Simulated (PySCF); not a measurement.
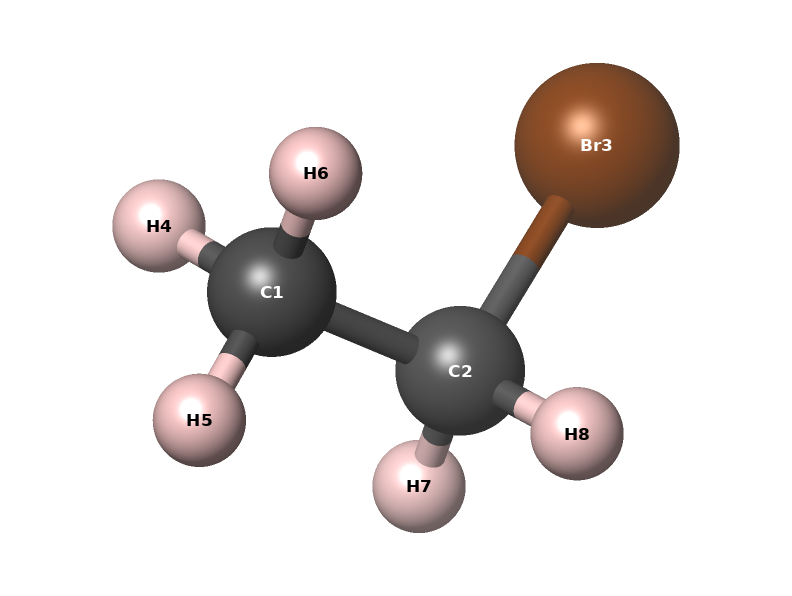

Computed geometry: GFN2-xTB optimisation. No frequency run is at hand to confirm it as a minimum. Properties computed with B3LYP/pcJ-1 (pcSseg-1 on Br) indirect spin-spin coupling, non-relativistic, gas phase (PySCF 2.14.0). Isotopes: 13C, 1H.

Give the spin–spin coupling constants of these pairs, with the number of bonds between them: C2/H7, C1/H8, C2/H5, H4/H6, H4/H7, H4/H8, H5/H8, H6/H8.

```json
{"pair": "C2, H7", "bonds apart": "1", "J (Hz)": "158.4"}
{"pair": "C1, H8", "bonds apart": "2", "J (Hz)": "−1.9"}
{"pair": "C2, H5", "bonds apart": "2", "J (Hz)": "2.8"}
{"pair": "H4, H6", "bonds apart": "2", "J (Hz)": "−12.7"}
{"pair": "H4, H7", "bonds apart": "3", "J (Hz)": "5.6"}
{"pair": "H4, H8", "bonds apart": "3", "J (Hz)": "16.3"}
{"pair": "H5, H8", "bonds apart": "3", "J (Hz)": "3.2"}
{"pair": "H6, H8", "bonds apart": "3", "J (Hz)": "5.6"}
```

The geometry is semi-empirical. Around Br such bond lengths and angles can be off by a tenth of an ångström or more and by several degrees, and values that hang on the shape move with them.
